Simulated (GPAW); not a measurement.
The S K edge of atom 1 in CSO (R3m), with 1 C at 1.56 Å (terminal, site symmetry 3m), was computed in 2 ways: full core hole (charged cell) and no core hole. Program and functional: GPAW, LDA, Gaussian full width 0.9 eV up to 4 eV, rising linearly to 3.5 eV at 25 eV; cells of 3 and 12 atoms (the run without a hole in the smaller).

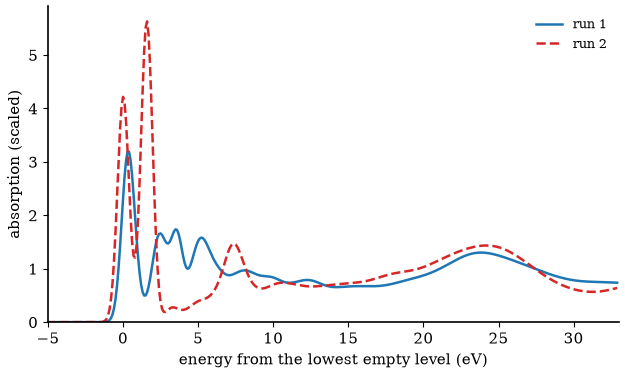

Each run is counted from its own lowest empty level or Fermi level and scaled to a mean of 1 over its first 20 eV.

Which run is which?

Run 1: no core hole (area from −2 to 6 eV 9.8, main maxima 0.4 eV (3.19), 2.5 eV (1.66), 3.5 eV (1.74) and 5.2 eV (1.58)). Run 2: full core hole (charged cell) (area from −2 to 6 eV 10.5, main maxima 0.0 eV (4.22), 1.6 eV (5.63) and 7.4 eV (1.47)). With each curve scaled to its own mean, the area from −2 to 6 eV with the hole is 10.5 against 9.8, and the centre of weight from −1 to 20 eV moves by -0.5 eV (first and strongest maxima below 20 eV: 0.4 eV (3.19), 2.5 eV (1.66) and 3.5 eV (1.74) without the hole, 0.0 eV (4.22), 1.6 eV (5.63) and 7.4 eV (1.47) with it); the shape changes all the same, by 87 % r.m.s.

[Hosts, paths, dates, database ids (printed as entryN), source tags and the programs' standing remarks are cut or masked in the printed files.]

[Lists of maxima count a maximum above −3 eV only where it reaches 4 % of the highest in the window and stands out from its surroundings by 2 % of it (1.5 % where it reaches 55 %); shoulders and weaker maxima are passed over, and of the rest the first, up to two pre-edge ones and the few strongest are named.]
